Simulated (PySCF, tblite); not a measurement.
**C5H8N2OSi: geometry, infrared bands and NMR shifts**

Wanted: the infrared bands and NMR shifts of C5H8N2OSi (`CC/C(C#N)=N\[SiH2]C=O`), by calculation.

Programs: tblite 0.8.0 and PySCF 2.14.0, with density-fitted response routines of our own. Each step states its level of theory. These are calculated values for one molecule in the gas phase, unless marked as measured. Atoms are numbered from 0 throughout.

**1. The starting structure**

17 atoms, charge 0, multiplicity 1; geometry from: force field or distance geometry start.

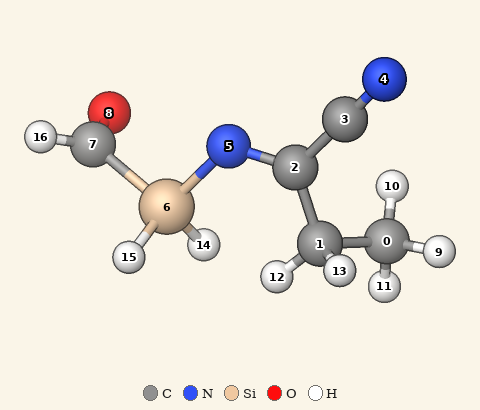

The starting geometry (carbon grey, nitrogen blue, silicon light orange, oxygen red, hydrogen white), atoms numbered.

**2. Relaxing the molecule with GFN2-xTB**

What the job is given:

```
{"job": {"kind": "relax", "xc": "GFN2-xTB", "basis": "xTB"}, "charge": 0, "multiplicity": 1}
C     -2.063900    -1.099300    -0.063200
C     -1.196400     0.030700    -0.604400
C     -0.617400     0.869400     0.494900
C     -1.491100     1.602100     1.393000
N     -2.176800     2.189100     2.138600
N      0.670800     0.952100     0.605500
Si     1.753100     0.059600    -0.525800
C      3.415300    -0.010700     0.331100
O      3.536700    -0.916900     1.156700
H     -3.148700    -0.816200    -0.110300
H     -1.829900    -1.314200     0.996800
H     -1.977500    -2.025600    -0.686900
H     -0.459400    -0.382200    -1.275900
H     -1.877700     0.686800    -1.156400
H      1.288400    -1.301200    -0.779200
H      1.965600     0.820200    -1.747900
H      4.201800     0.668500     0.122600
```

Run with:

```console
> OMP_NUM_THREADS=1 python probes_run.py task.json out
```

One launch serves the whole session: the jobs run in the order shown.

The log of the run:

```text
step      E/eV     max force
  0    -715.92568    3.151
  1    -715.94628    8.400
  2    -716.17034    2.889
  3    -716.21653    2.686
  4    -716.29710    0.670
  5    -716.34613    0.728
  6    -716.38537    1.132
  7    -716.40937    0.616
  8    -716.42244    0.332
  9    -716.44083    0.452
 10    -716.45776    0.463
 11    -716.47007    0.316
 12    -716.48323    0.285
 13    -716.49649    0.426
 14    -716.50966    0.441
 15    -716.52046    0.287
 16    -716.53039    0.219
 17    -716.54033    0.282
 18    -716.54910    0.273
 19    -716.55635    0.218
 20    -716.56229    0.148
 21    -716.56690    0.201
 22    -716.57051    0.174
 23    -716.57365    0.177
 24    -716.57706    0.142
 25    -716.58096    0.217
 26    -716.58460    0.201
 27    -716.58726    0.129
 28    -716.58916    0.118
 29    -716.59119    0.127
 30    -716.59427    0.197
 31    -716.59851    0.211
 32    -716.60344    0.252
 33    -716.60893    0.231
 34    -716.61531    0.228
 35    -716.62294    0.295
 36    -716.63261    0.263
 37    -716.64364    0.241
 38    -716.65333    0.266
 39    -716.66012    0.431
 40    -716.65839    0.487
 41    -716.67694    0.228
 42    -716.68348    0.153
 43    -716.69513    0.215
 44    -716.69905    0.217
 45    -716.71401    0.255
 46    -716.72268    0.220
 47    -716.72947    0.250
 48    -716.73450    0.213
 49    -716.73985    0.216
 50    -716.74955    0.212
 51    -716.75501    0.248
 52    -716.76182    0.220
 53    -716.76729    0.165
 54    -716.77103    0.152
 55    -716.77265    0.289
 56    -716.77513    0.097
 57    -716.77680    0.070
 58    -716.77852    0.109
 59    -716.77935    0.072
 60    -716.78087    0.077
 61    -716.78273    0.129
 62    -716.78517    0.103
 63    -716.78754    0.112
 64    -716.78998    0.126
 65    -716.79260    0.139
 66    -716.79486    0.184
 67    -716.79705    0.138
 68    -716.79934    0.146
 69    -716.80205    0.112
 70    -716.80416    0.112
 71    -716.80603    0.115
 72    -716.80752    0.091
 73    -716.80889    0.088
 74    -716.81021    0.173
 75    -716.81149    0.082
 76    -716.81298    0.082
 77    -716.81471    0.087
 78    -716.81576    0.085
 79    -716.81728    0.084
 80    -716.81865    0.123
 81    -716.82020    0.138
 82    -716.82144    0.101
 83    -716.82253    0.112
 84    -716.82331    0.071
 85    -716.82418    0.057
 86    -716.82480    0.067
 87    -716.82547    0.087
 88    -716.82622    0.082
 89    -716.82728    0.090
 90    -716.82848    0.090
 91    -716.82949    0.065
 92    -716.83012    0.069
 93    -716.83064    0.053
 94    -716.83117    0.053
 95    -716.83189    0.052
 96    -716.83243    0.065
 97    -716.83320    0.070
 98    -716.83423    0.089
 99    -716.83571    0.099
100    -716.83724    0.088
101    -716.83828    0.073
102    -716.83873    0.081
103    -716.83917    0.123
104    -716.83957    0.054
105    -716.84018    0.043
106    -716.84062    0.055
107    -716.84114    0.049
108    -716.84150    0.060
109    -716.84189    0.053
110    -716.84224    0.049
111    -716.84250    0.035
112    -716.84267    0.032
113    -716.84282    0.047
114    -716.84303    0.046
115    -716.84339    0.053
116    -716.84390    0.070
117    -716.84435    0.046
118    -716.84474    0.038
119    -716.84512    0.054
120    -716.84561    0.075
121    -716.84630    0.115
122    -716.84698    0.098
123    -716.84776    0.071
124    -716.84813    0.058
125    -716.84841    0.051
126    -716.84854    0.045
127    -716.84878    0.049
128    -716.84894    0.039
129    -716.84905    0.031
130    -716.84911    0.038
131    -716.84917    0.028
132    -716.84923    0.026
133    -716.84930    0.023
134    -716.84936    0.018
135    -716.84941    0.018
136    -716.84944    0.017
137    -716.84945    0.015
138    -716.84947    0.012
139    -716.84948    0.012
140    -716.84950    0.015
141    -716.84953    0.021
142    -716.84959    0.029
143    -716.84970    0.041
144    -716.84986    0.050
145    -716.85006    0.050
146    -716.85030    0.035
147    -716.85053    0.026
148    -716.85073    0.031
149    -716.85084    0.065
150    -716.85069    0.128
151    -716.85100    0.018
152    -716.85104    0.017
153    -716.85116    0.038
154    -716.85123    0.024
155    -716.85131    0.027
156    -716.85137    0.015
157    -716.85141    0.015
158    -716.85145    0.019
159    -716.85151    0.022
160    -716.85158    0.017
161    -716.85165    0.021
162    -716.85174    0.025
163    -716.85182    0.021
164    -716.85191    0.021
165    -716.85200    0.023
166    -716.85207    0.042
167    -716.85212    0.015
168    -716.85217    0.014
169    -716.85219    0.014
170    -716.85221    0.014
171    -716.85223    0.014
172    -716.85225    0.012
173    -716.85227    0.012
174    -716.85230    0.012
175    -716.85235    0.016
176    -716.85239    0.015
177    -716.85243    0.014
178    -716.85246    0.025
179    -716.85248    0.010
180    -716.85250    0.010
```

Wall time 5 s (1 thread of Intel Xeon at 2.50GHz, shared host); peak memory 0.18 GiB.

Relaxation path: (not every step is listed)

```csv
step,energy from step 0 (eV),largest force (eV/Å)
0,0.0000,3.1511
1,-0.0206,8.4001
2,-0.2447,2.8894
3,-0.2908,2.6862
4,-0.3714,0.6705
5,-0.4204,0.7277
6,-0.4597,1.1324
7,-0.4837,0.6164
8,-0.4968,0.3318
24,-0.6514,0.1423
40,-0.7327,0.4869
56,-0.8494,0.0970
72,-0.8818,0.0912
88,-0.9005,0.0822
104,-0.9139,0.0538
120,-0.9199,0.0750
136,-0.9238,0.0174
152,-0.9254,0.0165
168,-0.9265,0.0136
175,-0.9267,0.0156
176,-0.9267,0.0149
177,-0.9267,0.0139
178,-0.9268,0.0252
179,-0.9268,0.0103
180,-0.9268,0.0097
```

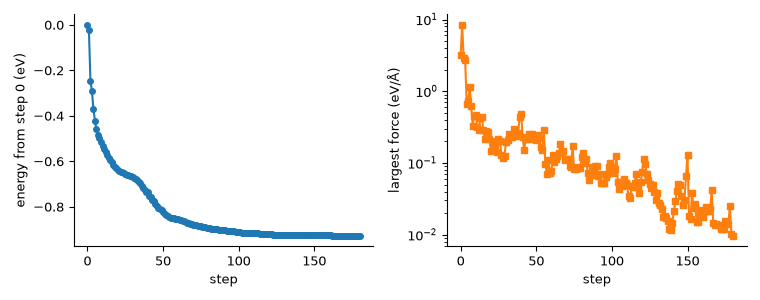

Energy and largest force along the relaxation.

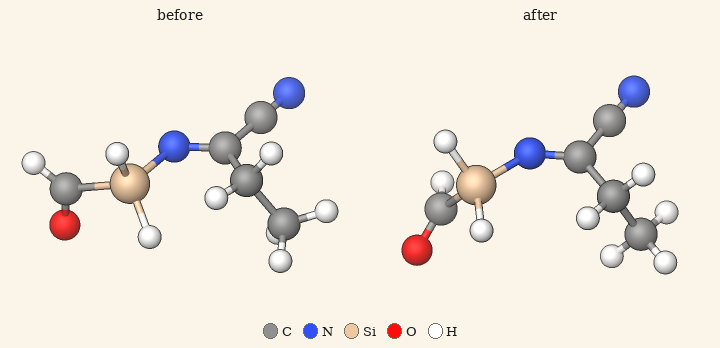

The geometry before (left) and after (right).

Distances of close pairs at the start and the end, largest changes first:

```
  bond  before (Å)  after (Å)  change (Å)
N5–Si6       1.802      1.704      -0.098
Si6–C7       1.871      1.923      +0.051
C7–H16       1.060      1.109      +0.049
 C2–N5       1.296      1.261      -0.035
 C0–H9       1.122      1.088      -0.034
C0–H11       1.120      1.087      -0.033
 C7–O8       1.232      1.202      -0.030
 C3–N4       1.171      1.146      -0.025
```

The end geometry stands in the next job.

**3. Infrared spectrum with GFN2-xTB**

What the job is given:

```
{"job": {"kind": "ir", "xc": "GFN2-xTB", "basis": "xTB"}, "charge": 0, "multiplicity": 1}
C     -2.034685    -1.120981     0.323237
C     -1.436537    -0.140631    -0.688045
C     -0.585073     0.878309     0.017237
C     -1.311854     1.765267     0.872349
N     -1.912264     2.471134     1.546152
N      0.666377     1.015380    -0.053782
Si     2.001822     0.268604    -0.803483
C      3.007098    -0.300398     0.733733
O      3.652003    -1.314031     0.755831
H     -2.651833    -0.595387     1.049269
H     -1.244156    -1.645821     0.855692
H     -2.652139    -1.853966    -0.189713
H     -0.819189    -0.670220    -1.415009
H     -2.244467     0.376066    -1.213676
H      1.853969    -0.881332    -1.697153
H      2.698967     1.391302    -1.422016
H      3.004963     0.368736     1.618392
```

The log of the run:

```text
mode    cm-1     km/mol
  1      19.9      2.59
  2      38.8      3.68
  3      50.7      5.30
  4      78.9      5.16
  5     112.2      1.18
  6     164.6      2.56
  7     175.3      1.25
  8     219.9      2.73
  9     253.5     11.42
 10     313.8     14.00
 11     354.1     11.82
 12     419.4      4.54
 13     460.9     40.72
 14     537.4      9.68
 15     562.8     40.42
 16     633.6      8.55
 17     681.6     16.97
 18     693.2    144.23
 19     715.0     25.96
 20     766.5     99.05
 21     786.6    160.23
 22     821.6     35.00
 23     934.2     39.40
 24     993.1     26.96
 25    1062.9      3.77
 26    1074.1     14.52
 27    1190.0     20.52
 28    1228.6     13.15
 29    1292.4      2.23
 30    1340.6     65.31
 31    1409.8      2.73
 32    1456.3      1.62
 33    1493.7      7.70
 34    1496.7      3.25
 35    1693.0     89.00
 36    1762.5    396.86
 37    2250.8    310.24
 38    2300.0    182.59
 39    2363.1    157.77
 40    2714.4    138.14
 41    2963.0     11.55
 42    3000.1     20.89
 43    3036.5     27.68
 44    3038.8     22.28
 45    3045.6     20.14
```

Run time: 2.4 s. Hardware: 1 thread of Intel Xeon at 2.50GHz, shared host; peak memory 0.18 GiB.

Which atoms move in the most intense modes:

| cm⁻¹ | km/mol | atoms |
| --- | --- | --- |
| 693 | 144.2 | H14 55 %, H15 21 % |
| 766 | 99.0 | H15 37 %, H14 26 %, H16 20 %, C7 13 % |
| 787 | 160.2 | H16 27 %, H15 21 %, H14 21 %, C7 20 % |
| 1762 | 396.9 | C7 54 %, O8 39 % |
| 2251 | 310.2 | H14 94 % |
| 2300 | 182.6 | H15 94 % |
| 2363 | 157.8 | C3 59 %, N4 40 % |
| 2714 | 138.1 | H16 94 % |

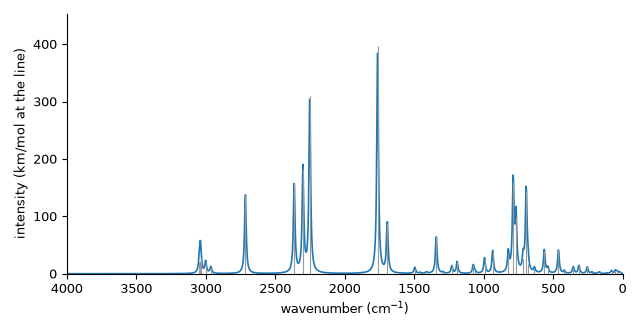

The infrared spectrum from these modes, unscaled. Lines are broadened to a width of 14 cm⁻¹ (Lorentzian).

**4. Nuclear shieldings: PBE0/pcSseg-1**

Same as in step 3 but for these lines:

```diff
@@ -1,2 +1,2 @@
-{"job": {"kind": "ir", "xc": "GFN2-xTB", "basis": "xTB"}, "charge": 0, "multiplicity": 1}
+{"job": {"kind": "nmr", "xc": "PBE0", "basis": "pcSseg-1"}, "charge": 0, "multiplicity": 1}
 C     -2.034685    -1.120981     0.323237
```

With the program's defaults for keys left out, this is: GIAO PBE0/pcSseg-1 NMR shielding, non-relativistic, gas phase.

The log of the run:

```text
coarse grid: 15224 points
cycle   1  E = -668.6707343595  dE =  1.249e+00  |g| = 8.824e-01  |ddm| = 3.869e+00
cycle   2  E = -667.9814537242  dE =  6.893e-01  |g| = 2.012e+00  |ddm| = 2.128e+00
cycle   3  E = -668.8243619109  dE = -8.429e-01  |g| = 2.261e-01  |ddm| = 1.624e+00
cycle   4  E = -668.8328687776  dE = -8.507e-03  |g| = 1.372e-01  |ddm| = 3.336e-01
cycle   5  E = -668.8361978364  dE = -3.329e-03  |g| = 5.477e-02  |ddm| = 1.377e-01
cycle   6  E = -668.8368992020  dE = -7.014e-04  |g| = 9.567e-03  |ddm| = 5.061e-02
cycle   7  E = -668.8369150520  dE = -1.585e-05  |g| = 5.319e-03  |ddm| = 9.532e-03
cycle   8  E = -668.8369200004  dE = -4.948e-06  |g| = 1.984e-03  |ddm| = 4.275e-03
final grid: 144136 points
cycle   9  E = -668.8976230715  dE = -2.242e-05  |g| = 1.107e-02  |ddm| = 3.009e-02
cycle  10  E = -668.8975633203  dE =  5.975e-05  |g| = 2.048e-02  |ddm| = 2.051e-02
cycle  11  E = -668.8976472500  dE = -8.393e-05  |g| = 3.393e-03  |ddm| = 1.389e-02
cycle  12  E = -668.8976496875  dE = -2.437e-06  |g| = 5.919e-04  |ddm| = 2.557e-03
cycle  13  E = -668.8976497445  dE = -5.698e-08  |g| = 2.700e-04  |ddm| = 5.393e-04
cycle  14  E = -668.8976497597  dE = -1.520e-08  |g| = 5.876e-05  |ddm| = 2.301e-04
cycle  15  E = -668.8976497603  dE = -5.966e-10  |g| = 3.202e-05  |ddm| = 6.622e-05
cycle  16  E = -668.8976497605  dE = -2.119e-10  |g| = 7.209e-06  |ddm| = 3.217e-05
converged SCF energy = -668.8976497605

GIAO shielding tensors (ppm)
atom      isotropic    diamagn.    paramagn.     s11        s22        s33       span
  0 C      173.089     248.305     -75.216    165.428    168.543    185.296     19.868
  1 C      144.724     250.276    -105.552    122.909    137.726    173.536     50.627
  2 C       19.178     252.701    -233.523   -102.366     42.404    117.497    219.862
  3 C       67.498     262.181    -194.683    -50.180    -37.035    289.710    339.890
  4 N      -41.933     340.110    -382.044   -202.327   -174.016    250.544    452.871
  5 N     -134.584     330.371    -464.955   -516.759   -153.357    266.363    783.122
  6 Si     415.914     881.943    -466.029    371.621    420.561    455.559     83.938
  7 C      -56.673     254.147    -310.820   -165.579    -91.101     86.660    252.239
  8 O     -618.695     396.171   -1014.866  -1696.884   -559.907    400.705   2097.588
  9 H       29.915      29.706       0.209     25.755     28.962     35.029      9.274
 10 H       30.835      31.474      -0.640     26.687     29.229     36.588      9.901
 11 H       30.384      28.310       2.073     26.418     27.303     37.429     11.011
 12 H       29.390      32.770      -3.380     25.578     29.127     33.464      7.885
 13 H       29.098      29.727      -0.629     26.602     27.350     33.342      6.740
 14 H       26.822      30.331      -3.509     23.628     25.993     30.844      7.215
 15 H       26.330      28.721      -2.391     23.178     25.687     30.126      6.948
 16 H       19.449      28.708      -9.258     14.020     20.712     23.616      9.596
```

It took 1.9 min on 1 thread of Intel Xeon at 2.50GHz, shared host; peak memory 0.92 GiB.

Shifts follow as δ = σ(reference) − σ, with reference shieldings (ppm) from runs at the same level and on the same kind of geometry: 1H TMS 31.72, 13C TMS 186.9, 29Si TMS 349.2, 15N NH3 267.7, 17O H2O 336.1. The references are single molecules in the gas phase, so shifts against H2O, NH3, PH3, H3PO4 or CFCl3 are not on the usual liquid scales and can be off by tens of ppm. Atoms listed in one row are averaged.

```
       atoms                           environment  σ (ppm)  δ (ppm)  δ scaled to CDCl3
          C7                       carbonyl carbon    -56.7    243.6              235.8
          C2                            C=N carbon     19.2    167.7              161.8
          C3                        nitrile carbon     67.5    119.4              114.6
          C1                               sp3 CH2    144.7     42.2               39.3
          C0                         methyl carbon    173.1     13.8               11.6
         H16         hydrogen on a carbonyl carbon    19.45    12.27              11.67
    H14, H15  hydrogen on a silicon bonded to C, N    26.58     5.14                  –
    H12, H13                hydrogen on an sp3 CH2    29.24     2.47               2.44
H9, H10, H11           hydrogen on a methyl carbon    30.38     1.34               1.37
          N5                        imine nitrogen   -134.6    402.3                  –
          N4                      nitrile nitrogen    -41.9    309.7                  –
         Si6           silicon bonded to C, N, 2 H    415.9    -66.8                  –
          O8                       carbonyl oxygen   -618.7    954.8                  –
```

The scaled column applies a straight-line fit of computed shieldings to shifts measured in CDCl3 (root-mean-square error 0.16 ppm for H, 1.9 ppm for C).

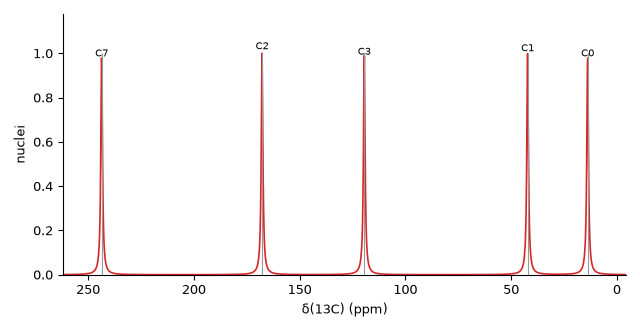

13C lines at the computed shifts, without couplings. Lines are broadened to a width of 0.92 ppm (Lorentzian).

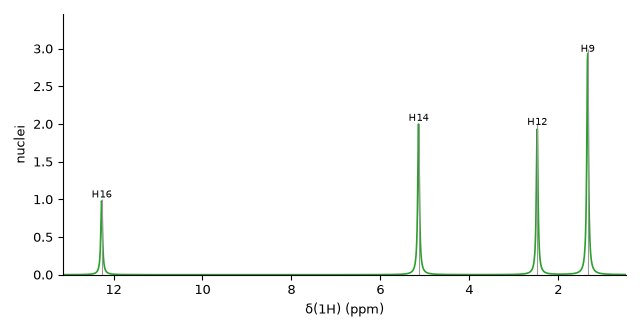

1H lines at the computed shifts, without couplings. Lines are broadened to a width of 0.04 ppm (Lorentzian).

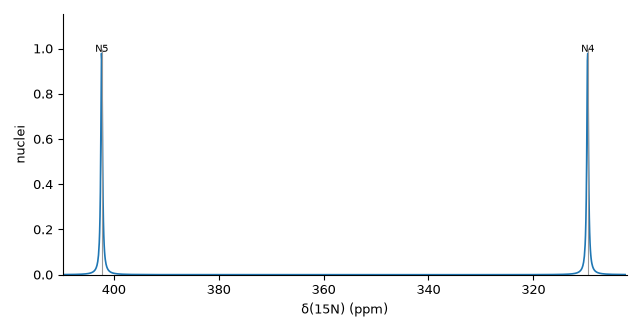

15N lines at the computed shifts, without couplings. Lines are broadened to a width of 0.37 ppm (Lorentzian).

Charges from the same density, by scheme (e):

```
atoms  Mulliken    IAO  Hirshfeld  ESP fit
   C0     -0.29  -0.42      -0.11    -0.38
   C1     -0.19  -0.28      -0.06     0.15
   C2      0.11   0.18       0.13     0.39
   C3      0.15   0.13       0.09     0.27
   N4     -0.22  -0.20      -0.19    -0.40
   N5     -0.56  -0.52      -0.22    -0.62
  Si6      0.71   0.83       0.37     0.47
   C7     -0.02   0.01       0.05     0.36
   O8     -0.33  -0.35      -0.21    -0.42
```

Hirshfeld charges:

C0 -0.11; C1 -0.06; C2 0.13; C3 0.09; N4 -0.19; N5 -0.22; Si6 0.37; C7 0.05; O8 -0.21; H9 0.05; H10 0.05; H11 0.05; H12 0.05; H13 0.06; H14 -0.07; H15 -0.06; H16 0.04

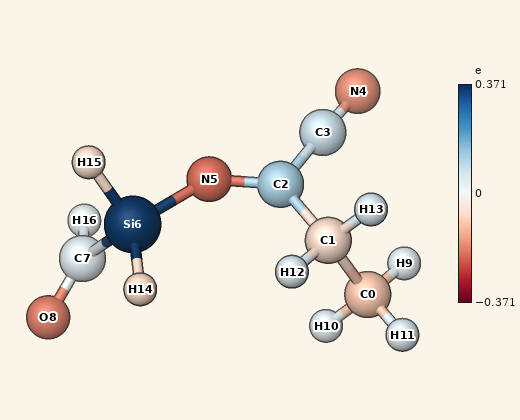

Hirshfeld charges, as colours on the atoms.

Mayer bond orders: C0–C1 1.03, C1–C2 1.01, C2–C3 0.94, C3–N4 3.00, C2–N5 1.89, N5–Si6 0.99, Si6–C7 0.83, C7–O8 1.96.

**5. Results**

```
                                                              quantity                                value
                             strongest single infrared mode (GFN2-xTB)                1762 cm⁻¹, 397 km/mol
                                          zero-point energy (GFN2-xTB)                        74.3 kcal/mol
                                13C shifts against TMS (PBE0/pcSseg-1)  243.6, 167.7, 119.4, 42.2, 13.8 ppm
1H shifts against TMS (PBE0/pcSseg-1, means over atoms taken as alike)          12.27, 5.14, 2.47, 1.34 ppm
                                15N shifts against NH3 (PBE0/pcSseg-1)                     402.3, 309.7 ppm
                               29Si shifts against TMS (PBE0/pcSseg-1)                            -66.8 ppm
                                17O shifts against H2O (PBE0/pcSseg-1)                            954.8 ppm
```

**Reading.** The optimisation took 180 steps and gained 0.927 eV; among the close pairs (by a distance rule), N5–Si6 changed most, from 1.802 to 1.704 Å. All 45 modes are real, so the xTB geometry is a minimum. The strongest single mode, at 1762 cm⁻¹, moves mainly C7 and O8. Unscaled tight-binding wavenumbers are off by several per cent, some by more. Its intensities can rank the bands wrongly. At PBE0/pcSseg-1: The widest tensor belongs to O8: span 2098 ppm, with a paramagnetic part of -1015 ppm.
